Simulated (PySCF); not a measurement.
# C₄H₁₃AsSi: electronic excitations

What electronic excitations should C₄H₁₃AsSi (`C[AsH]C[C@H](C)[SiH3]`) show?

Computed with PySCF 2.14.0, with density-fitted response routines of our own, on a single molecule in the gas phase. Atoms count from 0, in the outputs and in this text.

**1. The starting structure**

19 atoms, charge 0, multiplicity 1; geometry from: GFN2-xTB.

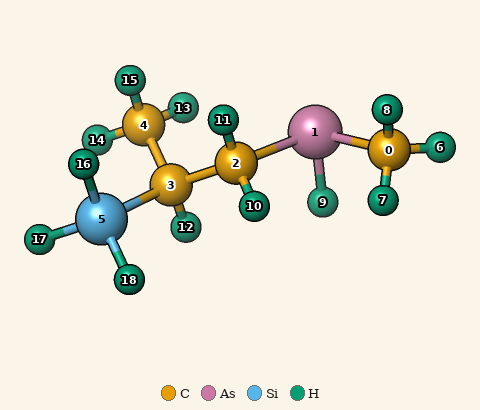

As it starts; carbon amber, arsenic pink, silicon blue, hydrogen teal, atoms numbered.

**2. TDDFT and polarisability: PBE0/def2-SVPD**

The job: settings as JSON, then the geometry in Å.

```
{"job": {"kind": "uv", "xc": "PBE0", "basis": "def2-SVPD", "nstates": 8, "ntriplets": 3}, "charge": 0, "multiplicity": 1}
C      3.255073     0.301298    -0.060199
As     1.701194    -0.425660    -1.033297
C      0.314592     0.323142     0.183921
C     -1.022911    -0.409261     0.141213
C     -1.616931    -0.370770    -1.262520
Si    -2.228860     0.323855     1.426375
H      4.176436    -0.158558    -0.415065
H      3.171591     0.137559     1.012686
H      3.325411     1.374000    -0.243485
H      1.737836    -1.765027    -0.332072
H      0.712026     0.313175     1.203345
H      0.166306     1.372929    -0.093552
H     -0.838094    -1.460924     0.397548
H     -0.934261    -0.843623    -1.976357
H     -2.569118    -0.896475    -1.299332
H     -1.779036     0.658217    -1.580949
H     -2.434293     1.743753     1.129113
H     -3.503539    -0.392363     1.362479
H     -1.643225     0.183984     2.762298
```

With the program's defaults for keys left out, this is: TDDFT PBE0/def2-SVPD, vertical, gas phase, core orbitals frozen in the response.

Run with:

```
OMP_NUM_THREADS=1 python probes_run.py task.json out
```

One launch serves the whole session: the jobs run in the order shown.

Log:

```text
coarse grid: 66600 points
cycle   1  E = -2684.4956390851  dE = -6.069e-01  |g| = 4.173e-01  |ddm| = 5.872e+00
cycle   2  E = -2684.4777784077  dE =  1.786e-02  |g| = 4.879e-01  |ddm| = 1.283e+00
cycle   3  E = -2684.5380469064  dE = -6.027e-02  |g| = 5.232e-02  |ddm| = 6.963e-01
cycle   4  E = -2684.5386998849  dE = -6.530e-04  |g| = 2.423e-02  |ddm| = 1.201e-01
cycle   5  E = -2684.5388551105  dE = -1.552e-04  |g| = 6.272e-03  |ddm| = 4.157e-02
cycle   6  E = -2684.5388653977  dE = -1.029e-05  |g| = 1.311e-03  |ddm| = 1.037e-02
cycle   7  E = -2684.5388658669  dE = -4.692e-07  |g| = 3.626e-04  |ddm| = 2.977e-03
final grid: 139672 points
cycle   8  E = -2684.5388469194  dE = -1.484e-07  |g| = 4.415e-04  |ddm| = 1.131e-02
cycle   9  E = -2684.5388468857  dE =  3.377e-08  |g| = 5.677e-04  |ddm| = 1.593e-03
cycle  10  E = -2684.5388469703  dE = -8.466e-08  |g| = 4.540e-05  |ddm| = 7.939e-04
cycle  11  E = -2684.5388469708  dE = -5.048e-10  |g| = 1.261e-05  |ddm| = 8.429e-05
converged SCF energy = -2684.5388469708

Static polarisability (au): isotropic 111.235, principal 91.364 105.126 137.216

Singlet excitations
state   eV       nm        f      main configurations
  1   5.9557    208.2   0.04857   H->L+1 0.96
  2   5.9989    206.7   0.05516   H->L 0.94
  3   6.5475    189.4   0.17938   H->L+2 0.80, H->L+4 0.10
  4   6.7744    183.0   0.04634   H->L+4 0.82
  5   7.0398    176.1   0.04826   H->L+3 0.90
  6   7.1522    173.4   0.00609   H->L+5 0.79
  7   7.2428    171.2   0.00781   H-1->L 0.78, H->L+5 0.10
  8   7.3516    168.6   0.01348   H-1->L+1 0.72, H->L+7 0.12

Triplet excitations (Tamm-Dancoff, eV): 5.1435 5.1847 6.1327
```

It took 1.8 min on 1 thread of Arm Neoverse N1, shared host; peak memory 1 GiB.

Frontier orbitals and where they lie:

```
orbital     eV                         atoms
 HOMO−3  -9.39  Si5 24 %, H18 15 %, H17 10 %
 HOMO−2  -9.20    As1 22 %, C0 19 %, H9 16 %
 HOMO−1  -8.03   C3 21 %, As1 20 %, Si5 14 %
   HOMO  -6.69     As1 55 %, C2 12 %, C0 9 %
   LUMO   0.29    Si5 20 %, As1 15 %, C2 9 %
 LUMO+1   0.37    As1 32 %, C0 21 %, H9 12 %
 LUMO+2   0.88    As1 24 %, Si5 23 %, C2 8 %
```

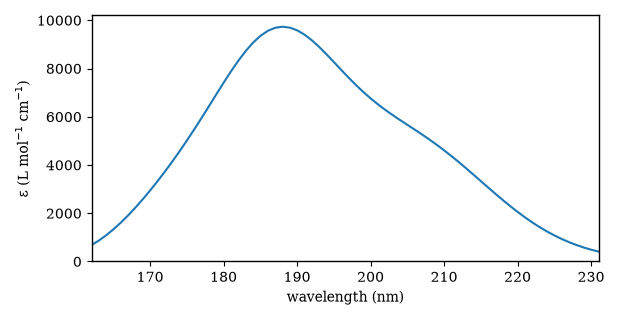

Absorption spectrum: each of the 8 states is a Gaussian band of 0.4 eV half-width at 1/e. Beyond the last state computed it falls off for lack of states.

Ground-state properties from the same run:

```csv
property,computed
dipole moment (D),0.67
polarisability (Å³),16.48
HOMO–LUMO gap (eV),6.99
−ε(HOMO) (eV),6.69
```

**3. What came out**

| quantity | value |
| --- | --- |
| lowest singlet (PBE0/def2-SVPD) | 5.96 eV (208 nm), f = 0.049 |
| brightest single state of those computed | state 3, 6.55 eV, f = 0.179 |
| lowest triplet | 5.14 eV |

The first singlet state (HOMO→LUMO+1 0.96) lies at 5.96 eV and is weak; of the 8 states computed, the strongest absorption comes from state 3 at 6.55 eV. The lowest triplet lies 0.81 eV below the lowest singlet (triplets in Tamm-Dancoff, singlets in full TDDFT).
